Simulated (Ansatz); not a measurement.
**Fields on a plane of Au (fcc, Cu type)**

```
Au
1.0
    0.00000     2.07863     2.07863
    2.07863     0.00000     2.07863
    2.07863     2.07863     0.00000
Au
1
Direct
  0.00000   0.00000   0.00000
```

The slice is a {100} plane (indices of the conventional cell) through the point (0.000, 0.000, 0.000) (fractional), spanned by u = [100] and v = [0 1 -1] in vectors of this cell: u (2.94 Å) and v (2.94 Å, at 90° to u). It covers one period; positions are fractions (u, v).

Atoms on it: Au at (0.00, 0.00).

Level of theory: PBE (plane waves to 420 eV, PAW, scalar-relativistic; Ansatz, a first-principles code). k mesh 19×19×19. Inside the PAW spheres the values are not all-electron values, and peaks at nuclei hang on which shells count as valence. Au was relaxed with its symmetry unable to fall. Spin-orbit coupling is left out, though Au is heavy. The PAW data are Ansatz's earlier set.

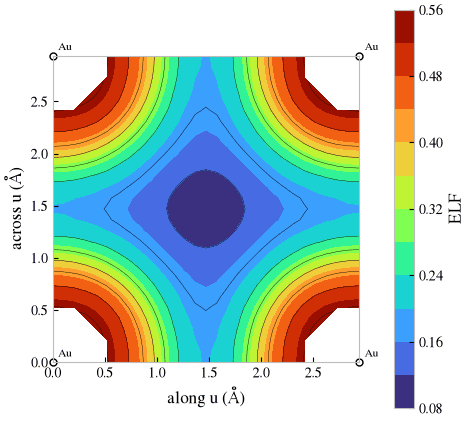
*Electron localisation function (ELF), one period of the plane, atoms marked. Points within 0.5 Å of a nucleus are left white, as the pseudised field means little there.*

```
|xxxxxxxxxx .=+++=. xxxxxxxxx|
|xxxxxxxxxx .=+*+=. xxxxxxxxx|
|xxxxxxxxxx :=***=: xxxxxxxxx|
|xxxxxxxxx  -+***+-  xxxxxxxx|
|xxxxxxxxx :=*###*=: xxxxxxxx|
|xxxxxxxx  -+*###*+-  xxxxxxx|
|xxxxxxx  -+*#%%%#*+-  xxxxxx|
|xxxxxx  :=*#%%%%%#*=:  xxxxx|
|xxxx   -=*#%%@@@%%#*=-   xxx|
|     :-+*#%%@@@@@%%#*+-:    |
|...:-=+*#%%@@@@@@@%%#*+=-:..|
|-===+**#%%@@@@@@@@@%%#**+===|
|+++**##%%@@@@@@@@@@@%%##**++|
|++***##%%@@@@@@@@@@@%%##***+|
|+++**##%%@@@@@@@@@@@%%##**++|
|-===+**#%%@@@@@@@@@%%#**+===|
|...:-=+*#%%@@@@@@@%%#*+=-:..|
|     :-+*#%%@@@@@%%#*+-:    |
|xxxx   -=*#%%@@@%%#*=-   xxx|
|xxxxxx  :=*#%%%%%#*=:  xxxxx|
|xxxxxxx  -+*#%%%#*+-  xxxxxx|
|xxxxxxxx  -+*###*+-  xxxxxxx|
|xxxxxxxxx :=*###*=: xxxxxxxx|
|xxxxxxxxx  -+***+-  xxxxxxxx|
|xxxxxxxxxx :=***=: xxxxxxxxx|
|xxxxxxxxxx .=+*+=. xxxxxxxxx|
|xxxxxxxxxx .=+++=. xxxxxxxxx|
|xxxxxxxxxx .-+++-. xxxxxxxxx|
```
Scale: ten equal steps from 3.00 (start of ' ') to 11.46 (end of '@'), in the order ' .:-=+*#%@'. Values: electrostatic potential energy of an electron, from the cell's mean, in eV. The map has 28 points along u (one character each, u = 0 at the left) and 28 along v (v = 0 in the bottom row). Points within 1 Å of a nucleus are blanked (x), as the pseudised field means little there. Values under 3 eV are set to 3. The zero, the cell's mean, hangs on the PAW cores.

The density on the Au–Au line (2.94 Å) at its midpoint is 0.26 e/Å³ and the ELF at that point is 0.20.
